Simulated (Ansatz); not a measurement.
# HF/STO-3G run of CH4FGeN (SMILES [H]/N=[C](/F)[GeH3])

Aim: the vertical singlet–triplet gap of CH4FGeN at HF/STO-3G, from 2 runs. 

The calculation is run with Ansatz 0.2.0.

128 further runs of the same task are left out: 128 set aside as unsound or not needed. Runs told in other sessions of the task aren't counted.

## 1. Starting point

The species is CH4FGeN (8 atoms), meant as a singlet with charge 0. As SMILES, `[H]/N=[C](/F)[GeH3]`. Geometry: relaxed at PBE0-D4/def2-TZVP.

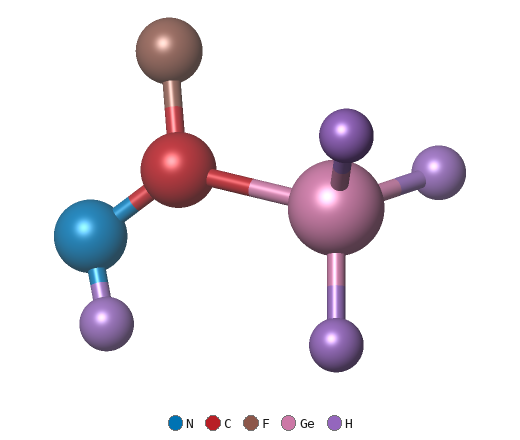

The structure, seen from a chosen angle (nitrogen blue, carbon red, fluorine brown, germanium pink, hydrogen purple).

## 2. A single-point energy at HF/STO-3G

run.yaml reads:

```yaml
basis:
  gaussian: {orbitals: STO-3G}
crystal:
  periodic: [false, false, false]
  atoms:
    - {symbol: "N", position_ang: [1.895900, 0.222300, -0.348500]}
    - {symbol: C, position_ang: [0.908100, 0.027300, 0.385600]}
    - {symbol: F, position_ang: [1.137400, -0.127100, 1.702400]}
    - {symbol: Ge, position_ang: [-1.019900, -0.103800, -0.035500]}
    - {symbol: H, position_ang: [1.617200, 0.325400, -1.319900]}
    - {symbol: H, position_ang: [-1.766200, 1.006900, 0.710300]}
    - {symbol: H, position_ang: [-1.149700, 0.071600, -1.553900]}
    - {symbol: H, position_ang: [-1.530700, -1.479600, 0.403700]}
magnetization: {spin_polarized: false, initial_magnetization: 0}
hamiltonian: {xc: hf}
accuracy: high
output: {orbitals: {seedname: orbitals}}
```

Command:

```
$ ansatz run run.yaml --threads 1 --pin off --max-ram 3480MiB --events-out events.jsonl --progress --plain --runs-dir runs
```

What it wrote:

```text
Warning: RAYON_NUM_THREADS=1 ignored (pool sized by the plan → 1); use --threads N
Functional definition: HF
  name "HF"
  exchange = exact_x
  correlation = 0
649 factors; integrals over basis functions are off by at most 4.9e-9 eV
mean field evaluation 1: about -61037.9761 eV, gradient 3.1e1 eV
mean field evaluation 2: about -61038.0993 eV, gradient 3.2e1 eV
mean field evaluation 4: about -61041.3813 eV, gradient 2.3e0 eV
mean field evaluation 8: about -61041.4229 eV, gradient 8.5e-2 eV
mean field -61041.42289553 eV, -2243.2309160481 hartree, gradient 1.9e-8 eV, S^2 0.000000; 0 other end points of the search recorded, 0 dependent functions left out
reference -61041.42289553 eV, -2243.2309160481 hartree; 29, 29 occupied and 8, 8 virtual orbitals, 649 factors
Total energy: -61041.42289553 eV, -2243.2309160481 hartree
```

Wall time 0.7 s (1 thread of Arm Neoverse N1, shared host).

## 3. The triplet, same level

input.yaml reads:

```yaml
crystal:
  periodic: [false, false, false]
  atoms:
    - {symbol: N, position_ang: [1.895900, 0.222300, -0.348500]}
    - {symbol: C, position_ang: [0.908100, 0.027300, 0.385600]}
    - {symbol: F, position_ang: [1.137400, -0.127100, 1.702400]}
    - {symbol: Ge, position_ang: [-1.019900, -0.103800, -0.035500]}
    - {symbol: H, position_ang: [1.617200, 0.325400, -1.319900]}
    - {symbol: H, position_ang: [-1.766200, 1.006900, 0.710300]}
    - {symbol: H, position_ang: [-1.149700, 0.071600, -1.553900]}
    - {symbol: H, position_ang: [-1.530700, -1.479600, 0.403700]}
basis:
  gaussian:
    orbitals: STO-3G
magnetization:
  spin_polarized: true
  initial_magnetization: 2
hamiltonian:
  xc: hf
accuracy: high
output:
  orbitals: {seedname: orbitals}
```

Command:

```
$ ansatz run input.yaml --threads 1 --pin off --max-ram 3480MiB --events-out events.jsonl --progress --plain --runs-dir runs
```

What it wrote (excerpt; [...] marks lines left out):

```text
Warning: RAYON_NUM_THREADS=1 ignored (pool sized by the plan → 1); use --threads N
Functional definition: HF
  name "HF"
[...]
649 factors; integrals over basis functions are off by at most 4.9e-9 eV
[...]
mean field -61037.16779874 eV, -2243.0745441254 hartree, gradient 1.7e-8 eV, S^2 2.009572; 2 other end points of the search recorded, 0 dependent functions left out
reference -61037.16779874 eV, -2243.0745441254 hartree; 30, 28 occupied and 7, 9 virtual orbitals, 649 factors
Total energy: -61037.16779874 eV, -2243.0745441254 hartree
```

Run time: 3.3 s. Hardware: 1 thread of Arm Neoverse N1, shared host; peak memory 0.12 GiB.

## 4. Summary of results

At HF/STO-3G:

| quantity | value |
| --- | --- |
| singlet: total energy | -2243.23092 Eh |
| singlet: HOMO energy | -8.63 eV |
| singlet: LUMO energy | 8.19 eV |
| singlet: HOMO–LUMO gap | 16.83 eV |
| triplet: total energy | -2243.07454 Eh |
| triplet: HOMO energy (highest over α and β) | -4.41 eV |
| triplet: LUMO energy (lowest over α and β) | 4.33 eV |
| triplet: ⟨S²⟩ | 2.010 |
| vertical energy of the triplet above the singlet | 4.255 eV |

**Reading.** At this shape the triplet lies 4.26 eV (411 kJ/mol) above the singlet. In a minimal basis such a difference can be off by several eV, whatever the method.
